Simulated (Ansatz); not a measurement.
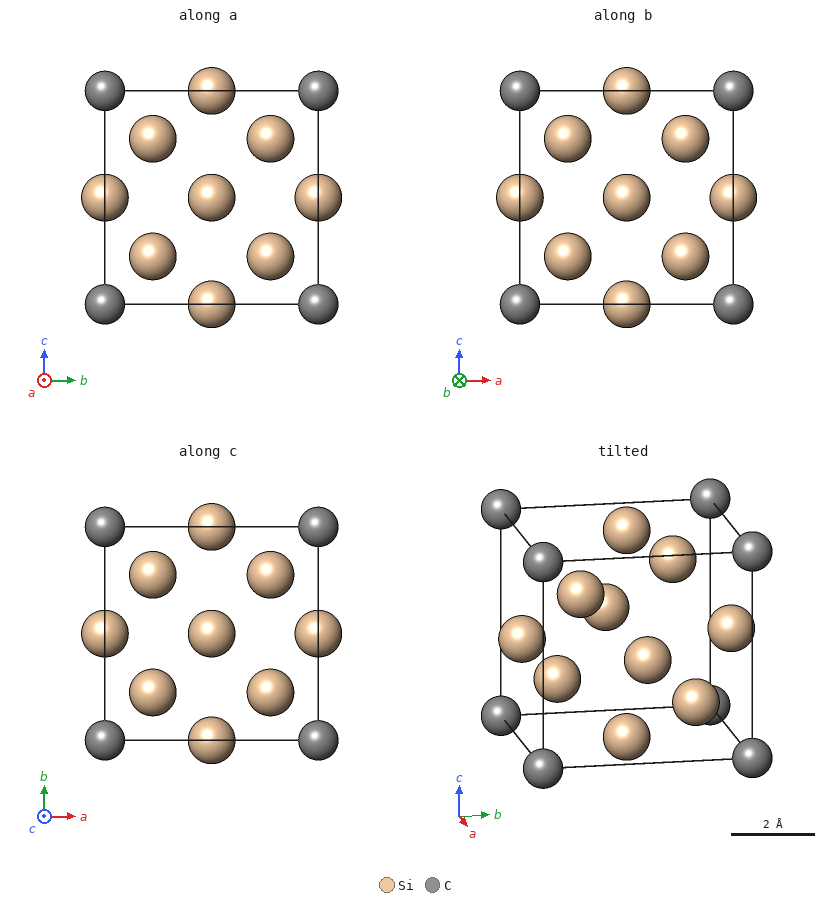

A spheres-only picture of a crystal structure, seen along the a axis, along the b axis, along the c axis and slightly off an axis. The conventional unit cell is outlined; an atom on or near a face, edge or corner is repeated at each equivalent position.

Lattice parameters: a = 5.195 Å, b = 5.195 Å, c = 5.195 Å, α = 90.00°, β = 90.00°, γ = 90.00°.

Question: Write down what is shown as a table of Wyckoff sites, with free fractional coordinates to two decimals.

Answer: Space group P-43m (No. 215).
```tsv
atom	site	x	y	z
Si	4e	0.22	0.22	0.22
Si	3c	0.00	0.50	0.50
C	1a	0.00	0.00	0.00
```

Origin of the cell: a structure type filled with these elements by a generator (whether the compound takes this form wasn't checked). The geometry was optimised with DFT PBE, scalar-relativistic, plane waves, PAW in Ansatz 0.2.0.
